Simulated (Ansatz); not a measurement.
# AlHF (SMILES [F][AlH]) at UBLYP/STO-3G

Aim: the energy change on altering one bond length of AlHF at UBLYP/STO-3G, from 2 runs. 

The results are computed with Ansatz 0.2.0.

60 further runs of the same task are left out: 60 set aside as unsound or not needed.

### 1 Starting point

AlHF: 3 atoms, total charge 0, spin state doublet. SMILES: `[F][AlH]`. The shape is that of a PBE0-D4/def2-TZVP optimisation.

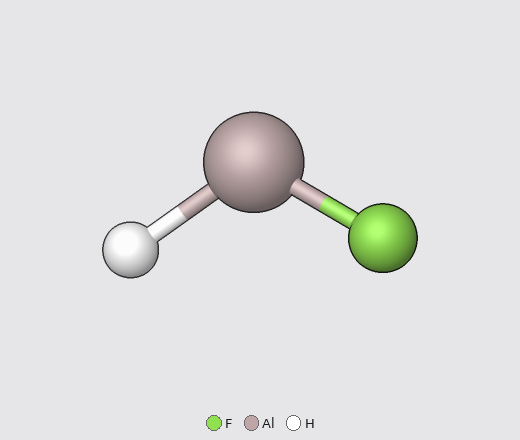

The structure, seen from a chosen angle (fluorine green, aluminium light grey, hydrogen white).

### 2 The energy at UBLYP/STO-3G

Contents of input.yaml:

```yaml
basis:
  gaussian:
    orbitals: STO-3G
crystal:
  periodic: [false, false, false]
  atoms:
    - symbol: F
      position_ang: [0.907100, 0.893200, 0.585600]
    - symbol: Al
      position_ang: [-0.432500, 0.318000, -0.199500]
    - symbol: H
      position_ang: [-0.485400, -1.276100, -0.399300]
magnetization:
  spin_polarized: true
  initial_magnetization: 1
hamiltonian:
  xc: {name: BLYP}
accuracy: high
```

Command:

```bash
$ ansatz run input.yaml --threads 1 --pin off --max-ram 2610MiB --events-out events.jsonl --progress --plain --runs-dir runs
```

Output:

```text
Warning: RAYON_NUM_THREADS=1 ignored (pool sized by the plan → 1); use --threads N
Functional definition: BLYP
  name "BLYP"
  parameter beta = 0.0042
  parameter a = 0.04918
  parameter b = 0.132
  parameter c = 0.2533
  parameter d = 0.349
  exchange = b88_x(beta = beta)
  correlation = lyp_c(a = a, b = b, c = c, d = d)
245 factors; integrals over basis functions are off by at most 3.6e-8 eV
mean field evaluation 1: about -9206.0275 eV, gradient 1.5e1 eV
mean field evaluation 2: about -9181.0891 eV, gradient 7.3e1 eV
mean field evaluation 4: about -9207.9312 eV, gradient 2.7e0 eV
mean field evaluation 8: about -9207.9658 eV, gradient 2.4e-2 eV
mean field evaluation 16: about -9207.9658 eV, gradient 1.4e-7 eV
mean field -9207.96581397 eV, -338.3865022801 hartree, gradient 1.8e-8 eV, S^2 0.752023; 0 other end points of the search recorded, 0 dependent functions left out
reference -9207.96584362 eV, -338.3865033698 hartree; 12, 11 occupied and 3, 4 virtual orbitals, 245 factors
Total energy: -9207.96584362 eV, -338.3865033698 hartree
```

Run time: 0.62 s. Hardware: 1 thread of AMD EPYC 9R14 (Zen 4), shared host; peak memory 0.14 GiB.

### 3 The distorted shape

Contents of in.yaml:

```yaml
basis:
  gaussian: {orbitals: STO-3G}
crystal:
  periodic: [false, false, false]
  atoms:
    - {symbol: F, position_ang: [1.242012, 1.037005, 0.781882]}
    - {symbol: Al, position_ang: [-0.432500, 0.318000, -0.199500]}
    - {symbol: H, position_ang: [-0.485400, -1.276100, -0.399300]}
magnetization: {spin_polarized: true, initial_magnetization: 1}
hamiltonian: {xc: {name: BLYP}}
accuracy: high
```

Command:

```bash
$ ansatz run in.yaml --threads 1 --pin off --max-ram 2610MiB --events-out events.jsonl --progress --plain --runs-dir runs
```

Output, cut to the lines that bear on the results:

```text
Warning: RAYON_NUM_THREADS=1 ignored (pool sized by the plan → 1); use --threads N
[... 9 set-up lines as earlier in the session ...]
242 factors; integrals over basis functions are off by at most 3.6e-8 eV
mean field evaluation 1: about -9202.7190 eV, gradient 1.9e1 eV
mean field evaluation 2: about -9039.1666 eV, gradient 1.3e2 eV
mean field evaluation 4: about -9205.8254 eV, gradient 9.4e0 eV
mean field evaluation 8: about -9206.4866 eV, gradient 1.2e-1 eV
mean field evaluation 16: about -9206.4868 eV, gradient 3.7e-6 eV
mean field evaluation 32: about -9204.6758 eV, gradient 4.7e0 eV
mean field -9206.48681569 eV, -338.3321500956 hartree, gradient 5.8e-9 eV, S^2 0.753427; 4 other end points of the search recorded, 0 dependent functions left out
reference -9206.48684577 eV, -338.3321512011 hartree; 12, 11 occupied and 3, 4 virtual orbitals, 242 factors
Total energy: -9206.48684577 eV, -338.3321512011 hartree
```

It took 1.3 s on 1 thread of AMD EPYC 9R14 (Zen 4), shared host; peak memory 0.14 GiB.

### 4 Outcome

Level: UBLYP/STO-3G.

| quantity | value |
| --- | --- |
| first shape: total energy | -338.38650 Eh |
| first shape: ⟨S²⟩ | 0.752 |
| distorted shape: total energy | -338.33215 Eh |
| distorted shape: ⟨S²⟩ | 0.753 |
| energy change with the F1–Al2 bond stretched from 1.656 to 2.070 Å | 1.479 eV |

With the F1–Al2 bond stretched from 1.656 to 2.070 Å the energy rises by 1.48 eV (34 kcal/mol). The first shape isn't relaxed at this level, so the change isn't measured from a minimum. The minimal basis adds a large error of its own.
